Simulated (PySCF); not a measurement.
# SiH3OF (SMILES O[SiH2]F) at SVWN5/aug-cc-pVDZ

Aim: the energy change on altering one bond length of SiH3OF at SVWN5/aug-cc-pVDZ, from 2 runs. Input form: a Python script.

The results are computed with PySCF 2.14.0.

1 further run of the same task is left out (set aside as unsound or not needed).

## 1. Starting point

The species is SiH3OF (6 atoms), meant as a singlet with charge 0. SMILES: `O[SiH2]F`. The shape is that of a PBE0-D4/def2-TZVP optimisation. This is one conformer, not always the lowest.

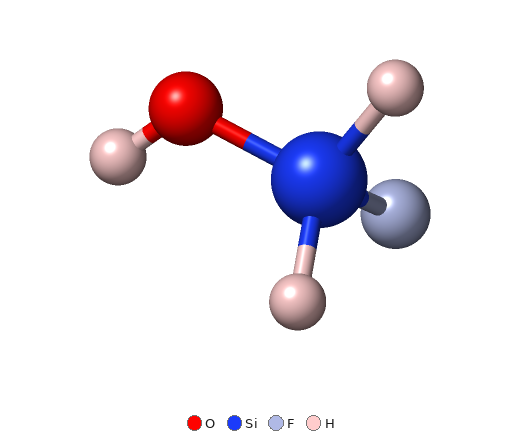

Viewed from a chosen angle; oxygen red, silicon blue, fluorine light blue, hydrogen pink.

## 2. The energy at SVWN5/aug-cc-pVDZ

The input, calc.py:

```python
from pyscf import gto, dft

mol = gto.M(
    atom=[
    ('O', (-0.853500, -0.209200, -0.924100)),
    ('Si', (0.378300, -0.009300, 0.123900)),
    ('F', (0.180800, -0.922800, 1.417800)),
    ('H', (-1.714200, 0.150200, -0.705600)),
    ('H', (1.595600, -0.458500, -0.575800)),
    ('H', (0.455100, 1.385600, 0.617600)),
],
    charge=0,
    spin=0,
    max_memory=1860,
    basis='aug-cc-pvdz',
    verbose=4,
)

mf = dft.RKS(mol)
mf.xc = 'svwn'
mf.conv_tol = 1e-10
mf.grids.level = 5
mf.kernel()
if not mf.converged:
    mf = mf.newton().run(mf.mo_coeff, mf.mo_occ)

e_tot = mf.e_tot
print('E(%s) = %.9f' % ('SVWN5', e_tot))
```

Run with:

```sh
OMP_NUM_THREADS=1 python calc.py
```

Standard output:

```text
PySCF version 2.14.0

[INPUT] num. atoms = 6
[INPUT] num. electrons = 34
[INPUT] charge = 0
[INPUT] spin (= nelec alpha-beta = 2S) = 0
[INPUT] symmetry False subgroup None
[INPUT] Mole.unit = angstrom
[INPUT] Symbol           X                Y                Z      unit          X                Y                Z       unit  Magmom
[INPUT]  1 O     -0.853500000000  -0.209200000000  -0.924100000000 AA   -1.612881247316  -0.395330705259  -1.746295911711 Bohr   0.0
[INPUT]  2 Si     0.378300000000  -0.009300000000   0.123900000000 AA    0.714883392923  -0.017574452958   0.234137066834 Bohr   0.0
[INPUT]  3 F      0.180800000000  -0.922800000000   1.417800000000 AA    0.341662483321  -1.743839267749   2.679253699408 Bohr   0.0
[INPUT]  4 H     -1.714200000000   0.150200000000  -0.705600000000 AA   -3.239368522729   0.283836863910  -1.333390753493 Bohr   0.0
[INPUT]  5 H      1.595600000000  -0.458500000000  -0.575800000000 AA    3.015247004356  -0.866439428113  -1.088104302525 Bohr   0.0
[INPUT]  6 H      0.455100000000   1.385600000000   0.617600000000 AA    0.860014359290   2.618404518197   1.167094854531 Bohr   0.0

nuclear repulsion = 119.528429861324
number of shells = 39
number of NR pGTOs = 153
number of NR cGTOs = 100
basis = aug-cc-pvdz
ecp = {}

******** <class 'pyscf.dft.rks.RKS'> ********
method = RKS
initial guess = minao
damping factor = 0
level_shift factor = 0
DIIS = <class 'pyscf.scf.diis.CDIIS'>
diis_start_cycle = 1
diis_space = 8
diis_damp = 0
SCF conv_tol = 1e-10
SCF conv_tol_grad = None
SCF max_cycles = 50
direct_scf = True
direct_scf_tol = 1e-13
XC library pyscf.dft.libxc version 7.0.0
    S. Lehtola, C. Steigemann, M. J.T. Oliveira, and M. A.L. Marques.,  SoftwareX 7, 1–5 (2018)
XC functionals = svwn
    P. A. M. Dirac.,  Math. Proc. Cambridge Philos. Soc. 26, 376 (1930)
    F. Bloch.,  Z. Phys. 57, 545 (1929)
    S. H. Vosko, L. Wilk, and M. Nusair.,  Can. J. Phys. 58, 1200 (1980)
radial grids:
    Treutler-Ahlrichs [JCP 102, 346 (1995); DOI:10.1063/1.469408] (M4) radial grids

becke partition: Becke, JCP 88, 2547 (1988); DOI:10.1063/1.454033
pruning grids: <function nwchem_prune>
grids dens level: 5
symmetrized grids: False
atomic radii adjust function: <function treutler_atomic_radii_adjust>
small_rho_cutoff = 0
Set gradient conv threshold to 1e-05
Initial guess from minao.
tot grids = 201032
init E= -464.288493757314
  HOMO = -0.337711053941941  LUMO = -0.0575168035288192  gap/eV = 7.62447
cycle= 1 E= -463.983679836385  delta_E= 0.305  |g|= 0.871  |ddm|= 2.82
  HOMO = -0.145400544073954  LUMO = -0.0199986904097162  gap/eV = 3.41236
cycle= 2 E= -463.314492870843  delta_E= 0.669  |g|= 2.03  |ddm|=  2.1
  HOMO = -0.283742657372129  LUMO = -0.0464835555470149  gap/eV = 6.45615
cycle= 3 E= -464.117633091253  delta_E= -0.803  |g|= 0.139  |ddm|=  1.6
  HOMO = -0.288641824900497  LUMO = -0.0393066632131776  gap/eV = 6.78476
cycle= 4 E= -464.119065649335  delta_E= -0.00143  |g|= 0.139  |ddm|= 0.294
  HOMO = -0.291091264025739  LUMO = -0.0398883551342077  gap/eV = 6.83558
cycle= 5 E= -464.122202350227  delta_E= -0.00314  |g|= 0.0176  |ddm|= 0.11
  HOMO = -0.289714768150719  LUMO = -0.0405870851502419  gap/eV = 6.77911
cycle= 6 E= -464.122285172884  delta_E= -8.28e-05  |g|= 0.00304  |ddm|= 0.0321
  HOMO = -0.289794024767501  LUMO = -0.0406294056880521  gap/eV = 6.78011
cycle= 7 E= -464.122287177857  delta_E= -2e-06  |g|= 0.000494  |ddm|= 0.00357
  HOMO = -0.289849104513219  LUMO = -0.040658286007397  gap/eV = 6.78083
cycle= 8 E= -464.122287229824  delta_E= -5.2e-08  |g|= 8.83e-05  |ddm|= 0.000587
  HOMO = -0.28985347703376  LUMO = -0.0406608816840031  gap/eV = 6.78088
cycle= 9 E= -464.122287231678  delta_E= -1.85e-09  |g|= 1.71e-05  |ddm|= 0.000155
  HOMO = -0.289853634825617  LUMO = -0.0406613344955353  gap/eV = 6.78087
cycle= 10 E= -464.122287231744  delta_E= -6.64e-11  |g|= 4.77e-06  |ddm|= 2.94e-05
  HOMO = -0.28985362781696  LUMO = -0.0406613348976856  gap/eV = 6.78087
Extra cycle  E= -464.122287231744  delta_E=    0  |g|= 6.58e-06  |ddm|= 1.15e-05
converged SCF energy = -464.122287231744
E(SVWN5) = -464.122287232
```

Wall time 9.6 s (1 thread of Arm Neoverse V2, shared host); peak memory 0.33 GiB.

## 3. The distorted shape, same level

The input, job.py:

```python
from pyscf import gto, dft

mol = gto.M(
    atom=[
    ('O', (-1.038240, -0.239180, -1.081274)),
    ('Si', (0.378300, -0.009300, 0.123900)),
    ('F', (0.180800, -0.922800, 1.417800)),
    ('H', (-1.898940, 0.120220, -0.862774)),
    ('H', (1.595600, -0.458500, -0.575800)),
    ('H', (0.455100, 1.385600, 0.617600)),
],
    max_memory=1860,
    verbose=4,
    basis='aug-cc-pvdz',
)

calc0 = dft.RKS(mol)
calc0.xc = 'svwn'
calc0.grids.level = 5
calc0.conv_tol = 1e-10
calc0.kernel()
if not calc0.converged:
    calc0 = calc0.newton().run(calc0.mo_coeff, calc0.mo_occ)

energy = calc0.e_tot
print('Final energy', energy)
```

Run with:

```sh
OMP_NUM_THREADS=1 python job.py
```

Standard output:

```text
PySCF version 2.14.0

[INPUT] num. atoms = 6
[INPUT] num. electrons = 34
[INPUT] charge = 0
[INPUT] spin (= nelec alpha-beta = 2S) = 0
[INPUT] symmetry False subgroup None
[INPUT] Mole.unit = angstrom
[INPUT] Symbol           X                Y                Z      unit          X                Y                Z       unit  Magmom
[INPUT]  1 O     -1.038240000000  -0.239180000000  -1.081274000000 AA   -1.961989251568  -0.451984694473  -2.043311725613 Bohr   0.0
[INPUT]  2 Si     0.378300000000  -0.009300000000   0.123900000000 AA    0.714883392923  -0.017574452958   0.234137066834 Bohr   0.0
[INPUT]  3 F      0.180800000000  -0.922800000000   1.417800000000 AA    0.341662483321  -1.743839267749   2.679253699408 Bohr   0.0
[INPUT]  4 H     -1.898940000000   0.120220000000  -0.862774000000 AA   -3.588476526982   0.227182874695  -1.630406567395 Bohr   0.0
[INPUT]  5 H      1.595600000000  -0.458500000000  -0.575800000000 AA    3.015247004356  -0.866439428113  -1.088104302525 Bohr   0.0
[INPUT]  6 H      0.455100000000   1.385600000000   0.617600000000 AA    0.860014359290   2.618404518197   1.167094854531 Bohr   0.0

nuclear repulsion = 113.074264986373
number of shells = 39
number of NR pGTOs = 153
number of NR cGTOs = 100
basis = aug-cc-pvdz
ecp = {}

******** <class 'pyscf.dft.rks.RKS'> ********
method = RKS
initial guess = minao
damping factor = 0
level_shift factor = 0
DIIS = <class 'pyscf.scf.diis.CDIIS'>
diis_start_cycle = 1
diis_space = 8
diis_damp = 0
SCF conv_tol = 1e-10
SCF conv_tol_grad = None
SCF max_cycles = 50
direct_scf = True
direct_scf_tol = 1e-13
XC library pyscf.dft.libxc version 7.0.0
    S. Lehtola, C. Steigemann, M. J.T. Oliveira, and M. A.L. Marques.,  SoftwareX 7, 1–5 (2018)
XC functionals = svwn
    P. A. M. Dirac.,  Math. Proc. Cambridge Philos. Soc. 26, 376 (1930)
    F. Bloch.,  Z. Phys. 57, 545 (1929)
    S. H. Vosko, L. Wilk, and M. Nusair.,  Can. J. Phys. 58, 1200 (1980)
radial grids:
    Treutler-Ahlrichs [JCP 102, 346 (1995); DOI:10.1063/1.469408] (M4) radial grids

becke partition: Becke, JCP 88, 2547 (1988); DOI:10.1063/1.454033
pruning grids: <function nwchem_prune>
grids dens level: 5
symmetrized grids: False
atomic radii adjust function: <function treutler_atomic_radii_adjust>
small_rho_cutoff = 0
Set gradient conv threshold to 1e-05
[... 1 set-up line as earlier in the session ...]
tot grids = 201032
init E= -464.118905774387
  HOMO = -0.34007711661249  LUMO = -0.0742366243529284  gap/eV = 7.23389
cycle= 1 E= -463.955394563979  delta_E= 0.164  |g|= 0.885  |ddm|= 2.55
  HOMO = -0.108018240036979  LUMO = -0.0243972963996315  gap/eV = 2.27544
cycle= 2 E= -462.673686064344  delta_E= 1.28  |g|= 2.52  |ddm|= 2.39
  HOMO = -0.289207180818232  LUMO = -0.0593480346608741  gap/eV = 6.25479
cycle= 3 E= -464.083927609778  delta_E= -1.41  |g|= 0.329  |ddm|= 1.99
  HOMO = -0.271529696723754  LUMO = -0.0519357139425995  gap/eV = 5.97546
cycle= 4 E= -464.098892584606  delta_E= -0.015  |g|= 0.216  |ddm|= 0.443
  HOMO = -0.272876225461733  LUMO = -0.0522109504353407  gap/eV = 6.00461
cycle= 5 E= -464.106338024878  delta_E= -0.00745  |g|= 0.0297  |ddm|= 0.178
  HOMO = -0.275446769202455  LUMO = -0.0522149253383333  gap/eV = 6.07445
cycle= 6 E= -464.106613523836  delta_E= -0.000275  |g|= 0.00718  |ddm|= 0.0443
  HOMO = -0.276419271290641  LUMO = -0.052481636474611  gap/eV = 6.09365
cycle= 7 E= -464.106624723896  delta_E= -1.12e-05  |g|= 0.00114  |ddm|= 0.00708
  HOMO = -0.2764920817414  LUMO = -0.0524846898784128  gap/eV = 6.09555
cycle= 8 E= -464.106624996904  delta_E= -2.73e-07  |g|= 0.000307  |ddm|= 0.00153
  HOMO = -0.276531289135097  LUMO = -0.0525050692800475  gap/eV = 6.09606
cycle= 9 E= -464.106625018549  delta_E= -2.16e-08  |g|= 7.19e-05  |ddm|= 0.000415
  HOMO = -0.27653635814616  LUMO = -0.0525035219056607  gap/eV = 6.09624
cycle= 10 E= -464.106625019729  delta_E= -1.18e-09  |g|= 1.25e-05  |ddm|= 7.96e-05
  HOMO = -0.276536323892667  LUMO = -0.0525037274760045  gap/eV = 6.09624
cycle= 11 E= -464.106625019764  delta_E= -3.51e-11  |g|= 2.01e-06  |ddm|= 1.7e-05
  HOMO = -0.276535994531939  LUMO = -0.0525035821429585  gap/eV = 6.09623
Extra cycle  E= -464.106625019759  delta_E= 4.66e-12  |g|= 3.77e-06  |ddm|= 7.78e-06
converged SCF energy = -464.106625019759
Final energy -464.10662501975935
```

It took 10 s on 1 thread of Arm Neoverse V2, shared host; peak memory 0.33 GiB.

## 4. Results

Level: SVWN5/aug-cc-pVDZ.

| quantity | value |
| --- | --- |
| first shape: total energy | -464.12229 Eh |
| first shape: dipole moment | 1.58 D |
| first shape: HOMO energy | -7.89 eV |
| first shape: LUMO energy | -1.11 eV |
| first shape: HOMO–LUMO gap | 6.78 eV |
| distorted shape: total energy | -464.10663 Eh |
| distorted shape: dipole moment | 1.47 D |
| distorted shape: HOMO energy | -7.52 eV |
| distorted shape: LUMO energy | -1.43 eV |
| distorted shape: HOMO–LUMO gap | 6.10 eV |
| energy change with the O1–Si2 bond stretched from 1.630 to 1.874 Å | 0.426 eV |

**Reading.** With the O1–Si2 bond stretched from 1.630 to 1.874 Å the energy rises by 0.43 eV (9.8 kcal/mol). The first shape isn't relaxed at this level, so the change isn't measured from a minimum.
